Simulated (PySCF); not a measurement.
```
atom    x (Å)    y (Å)    z (Å)
   C  -1.7502  -0.0062   0.4785
   C  -0.7244  -0.7112  -0.3447
   C  -0.2803  -0.1882  -1.6674
   C   0.6020   0.0614  -0.7619
   C   1.8305   0.5134  -0.1298
   F   1.6024   1.3621   0.8958
   F   2.6476   1.1625  -0.9743
  Cl   2.7314  -0.9110   0.5415
   H  -1.4977  -0.0817   1.5369
   H  -2.7257  -0.4720   0.3405
   H  -1.8156   1.0437   0.2047
   H  -0.6188  -1.7734  -0.1460
```

Geometry: GFN2-xTB.

These are results of UKS B3LYP, pcH-1 on C Cl F H, non-relativistic, mean-field spin-orbit, GIAO in PySCF 2.14.0, density-fitted response routines, not measurements.

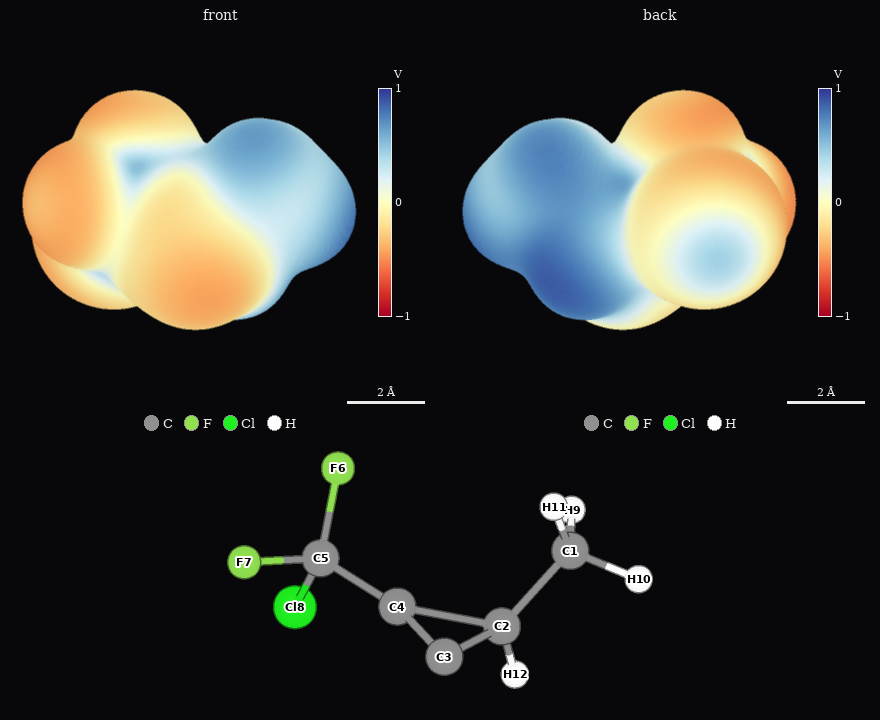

C₅H₄ClF₂ (doublet). The molecular electrostatic potential painted on the density surface at 0.001 e/bohr³, seen from the front and from behind; red is negative and blue positive. The bare structure is drawn below in the same view.

Question: Where is the surface potential most negative and most positive?

Answer: The most negative region (about −0.5 V) lies over F6 and F7, the most positive (about +0.9 V) over H12. Cl8 shows a σ-hole: about +0.4 V at the tip opposite its bond, against about −0.2 V on its flanks.
